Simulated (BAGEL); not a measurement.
# AlBH4O (SMILES B[O][AlH2]) at HF/6-311+G(d,p) (density fitting with qzvpp-jkfit)

Aim: the vertical singlet–triplet gap of AlBH4O at HF/6-311+G** (density fitting with qzvpp-jkfit), from 2 runs. 

Program for the calculation: BAGEL 1.2.2.

4 further runs of the same task are left out: 3 that didn't finish, 1 set aside as unsound or not needed. Runs told in other sessions of the task aren't counted.

## (1) The molecule

AlBH4O has 7 atoms, charge 0, and is taken as a singlet. SMILES: `B[O][AlH2]`. The shape comes from GFN2-xTB, which is rough for such elements, and wasn't checked as a minimum.

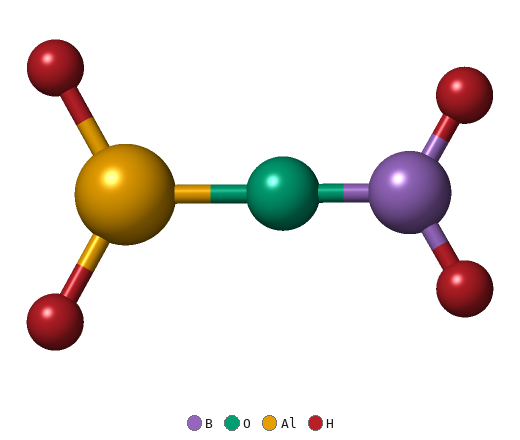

Viewed from a chosen angle; boron purple, oxygen teal, aluminium amber, hydrogen red.

## (2) A single-point energy at HF/6-311+G(d,p) (density fitting with qzvpp-jkfit)

Contents of calc.json:

```json
{ "bagel" : [

{
  "title" : "molecule",
  "basis" : "6-311+gss.json",
  "df_basis" : "qzvpp-jkfit",
  "angstrom" : true,
  "geometry" : [
    { "atom" : "B", "xyz" : [   -1.239790,    0.460500,   -0.755050 ] },
    { "atom" : "O", "xyz" : [   -0.151010,    0.055000,   -0.092790 ] },
    { "atom" : "Al", "xyz" : [    1.203290,   -0.447170,    0.732080 ] },
    { "atom" : "H", "xyz" : [   -1.722060,   -0.243360,   -1.565440 ] },
    { "atom" : "H", "xyz" : [   -1.702020,    1.516540,   -0.519180 ] },
    { "atom" : "H", "xyz" : [    1.819640,    0.486770,    1.781480 ] },
    { "atom" : "H", "xyz" : [    1.791950,   -1.828280,    0.418900 ] }
  ]
},
{ "title" : "hf" },
{ "title" : "print", "file" : "orbitals.molden", "orbitals" : true }

]}
```

The basis set 6-311+G** is read from a file made from the Basis Set Exchange's data (not shown).

Started as:

```console
$ BAGEL_NUM_THREADS=1 BAGEL calc.json > calc.out
```

Log:

```text
* using 1 threads per process

  ===============================================================
  ===============================================================

  *** Geometry ***

  { "atom" : "B", "xyz" : [     -2.342864,      0.870219,     -1.426838 ] },
  { "atom" : "O", "xyz" : [     -0.285368,      0.103935,     -0.175348 ] },
  { "atom" : "Al", "xyz" : [      2.273889,     -0.845029,      1.383431 ] },
  { "atom" : "H", "xyz" : [     -3.254222,     -0.459884,     -2.958253 ] },
  { "atom" : "H", "xyz" : [     -3.216352,      2.865845,     -0.981108 ] },
  { "atom" : "H", "xyz" : [      3.438621,      0.919862,      3.366509 ] },
  { "atom" : "H", "xyz" : [      3.386295,     -3.454948,      0.791606 ] },

  Number of auxiliary basis functions:      352

  Since a DF basis is specified, we compute 2- and 3-index integrals:
    o Being stored without compression. Storage requirement is 0.027 GB

  Number of basis functions:       98
  Number of electrons      :       30

    * METHOD: MOLECULE                             0.13

  *** RHF ***

  === Nuclear Repulsion ===
    86.7543109197

      * DIIS with orbital gradients will be used.

  === RHF iteration (6-311+gss.json) ===
      0       -343.62239383          0.03098925           0.03
      1       -343.74626504          0.02568282           0.03
      2       -343.89670501          0.00178127           0.03
      3       -343.89841155          0.00019479           0.04
      4       -343.89843362          0.00002759           0.03
      5       -343.89843418          0.00000662           0.04
      6       -343.89843421          0.00000207           0.03
      7       -343.89843421          0.00000066           0.04
      8       -343.89843421          0.00000019           0.04
      9       -343.89843421          0.00000005           0.04
     10       -343.89843421          0.00000001           0.04
     11       -343.89843421          0.00000000           0.04
    * SCF iteration converged.

    * Permanent dipole moment:
           (   -0.229538,     0.084946,    -0.138102) a.u.

    * METHOD: HF                                   0.55

    * METHOD: PRINT                                0.02

  ===============================================================
```

It took 0.85 s on 1 thread of Arm Neoverse V1, shared host; peak memory 0.098 GiB.

## (3) The triplet, same level

Contents of input.json:

```json
{ "bagel": [

{
  "title": "molecule",
  "basis": "6-311+gss.json",
  "df_basis": "qzvpp-jkfit",
  "angstrom": true,
  "geometry": [
    { "atom": "B", "xyz": [      -1.239790,       0.460500,      -0.755050 ] },
    { "atom": "O", "xyz": [      -0.151010,       0.055000,      -0.092790 ] },
    { "atom": "Al", "xyz": [       1.203290,      -0.447170,       0.732080 ] },
    { "atom": "H", "xyz": [      -1.722060,      -0.243360,      -1.565440 ] },
    { "atom": "H", "xyz": [      -1.702020,       1.516540,      -0.519180 ] },
    { "atom": "H", "xyz": [       1.819640,       0.486770,       1.781480 ] },
    { "atom": "H", "xyz": [       1.791950,      -1.828280,       0.418900 ] }
  ]
},

{ "title": "uhf", "nopen": 2 },

{ "title": "print", "file": "orbitals.molden", "orbitals": true }

]}
```

The basis set 6-311+G** is read from a file made from the Basis Set Exchange's data (not shown).

Started as:

```console
$ BAGEL_NUM_THREADS=1 BAGEL input.json > input.out
```

Log:

```text
* using 1 threads per process

  ===============================================================
  ===============================================================

  *** Geometry ***

  { "atom" : "B", "xyz" : [     -2.342864,      0.870219,     -1.426838 ] },
  { "atom" : "O", "xyz" : [     -0.285368,      0.103935,     -0.175348 ] },
  { "atom" : "Al", "xyz" : [      2.273889,     -0.845029,      1.383431 ] },
  { "atom" : "H", "xyz" : [     -3.254222,     -0.459884,     -2.958253 ] },
  { "atom" : "H", "xyz" : [     -3.216352,      2.865845,     -0.981108 ] },
  { "atom" : "H", "xyz" : [      3.438621,      0.919862,      3.366509 ] },
  { "atom" : "H", "xyz" : [      3.386295,     -3.454948,      0.791606 ] },

  Number of auxiliary basis functions:      352

  Since a DF basis is specified, we compute 2- and 3-index integrals:
    o Being stored without compression. Storage requirement is 0.027 GB

  Number of basis functions:       98
  Number of electrons      :       30

    * METHOD: MOLECULE                             0.13

  *** Open-shell HF ***

  === Nuclear Repulsion ===
    86.7543109197

      * DIIS with orbital gradients will be used.

  === UHF iteration (6-311+gss.json) ===
      0       -343.36029909          0.06266607           0.07
      1       -343.43308415          0.06469651           0.07
      2       -343.52032691          0.05167882           0.07
      3       -343.68914792          0.00291192           0.07
      4       -343.69330870          0.00131446           0.07
      5       -343.69492358          0.00080834           0.07
      6       -343.69554851          0.00049246           0.07
      7       -343.69592933          0.00039609           0.07
      8       -343.69604257          0.00034918           0.07
      9       -343.69625777          0.00034092           0.07
     10       -343.69658115          0.00026040           0.07
     11       -343.69687592          0.00012121           0.07
     12       -343.69692276          0.00006208           0.07
     13       -343.69692873          0.00003219           0.07
     14       -343.69693004          0.00001912           0.07
     15       -343.69693045          0.00000892           0.07
     16       -343.69693060          0.00000237           0.07
     17       -343.69693064          0.00000119           0.07
     18       -343.69693065          0.00000047           0.07
     19       -343.69693065          0.00000024           0.07
     20       -343.69693065          0.00000015           0.07
     21       -343.69693065          0.00000011           0.07
     22       -343.69693065          0.00000009           0.07
     23       -343.69693065          0.00000006           0.07
     24       -343.69693065          0.00000004           0.07
     25       -343.69693065          0.00000002           0.07
     26       -343.69693065          0.00000002           0.07
     27       -343.69693065          0.00000001           0.07
     28       -343.69693065          0.00000001           0.07
    * SCF iteration converged.

    * S^2 (UHF) is 2.0249

    * Permanent dipole moment:
           (   -1.136477,     0.421971,    -0.690060) a.u.

    * METHOD: UHF                                  2.14

    * METHOD: PRINT                                0.02

  ===============================================================
```

Wall time 2.4 s (1 thread of Arm Neoverse V1, shared host); peak memory 0.098 GiB.

## (4) Results

At HF/6-311+G** (density fitting with qzvpp-jkfit):

```
                                        quantity          value
                           singlet: total energy  -343.89843 Eh
                          singlet: dipole moment         0.71 D
                            singlet: HOMO energy      -11.22 eV
                            singlet: LUMO energy        0.84 eV
                          singlet: HOMO–LUMO gap       12.06 eV
                           triplet: total energy  -343.69693 Eh
                          triplet: dipole moment         3.55 D
                                   triplet: ⟨S²⟩          2.025
vertical energy of the triplet above the singlet       5.483 eV
```

At this shape the triplet lies 5.48 eV (529 kJ/mol) above the singlet.
